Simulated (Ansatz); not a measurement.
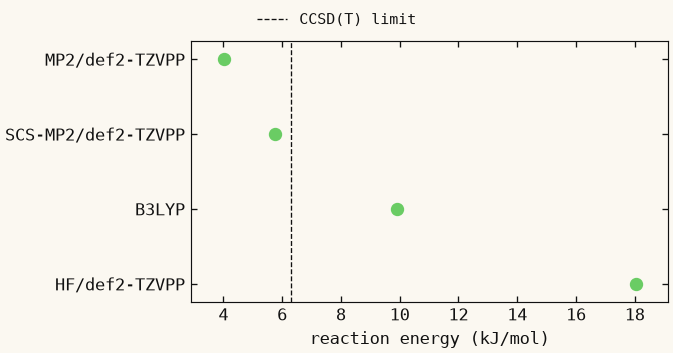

Electronic reaction energy of AlSiH₄SF ([F][Al]([SiH3])[SH]) + SiN₂H₅F (N[SiH](N)F) → Si₂N₂H₈ (N[SiH](N)[SiH3]) + AlHSF₂ ([F][Al]([F])[SH]) (SMILES in brackets) at several levels (functionals in def2-TZVPP unless a basis is named), isolated molecules at PBE0-D4 triple-zeta geometries, minima by their frequencies, no zero-point or thermal terms, the Ansatz code. The line is frozen-core CCSD(T) at the basis limit (MP2 extrapolated from triple and quadruple zeta, plus CCSD(T) less MP2 in a smaller set). The distance of MP2/def2-TZVPP and SCS-MP2/def2-TZVPP to the limit includes basis error.

Q: What range do the values span, the line included?

A: From 4.0 kJ/mol (MP2/def2-TZVPP) to 18.0 kJ/mol (HF/def2-TZVPP).

Q: Which level comes closest to the line (CCSD(T) limit), and which misses most?

A: Closest SCS-MP2/def2-TZVPP (5.7 kJ/mol), against 6.3 kJ/mol; farthest HF/def2-TZVPP (18.0 kJ/mol).
